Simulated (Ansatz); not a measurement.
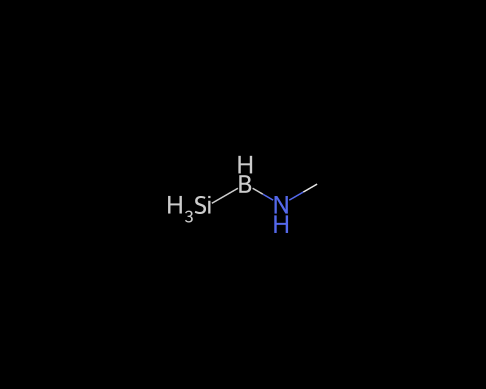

The geometry was computed by an optimisation with PBE0-D4/def2-TZVP. Properties computed with RKS r2SCAN-D4/def2-TZVPP (Ansatz 0.2.0).

What is the HOMO energy (Kohn–Sham orbital)?

−6.85 eV.

What is the dipole moment?

2.76 D.

Give the LUMO energy (Kohn–Sham orbital) at this level.

−1.15 eV.

Estimate the dispersion correction.

−4.9 kJ/mol.
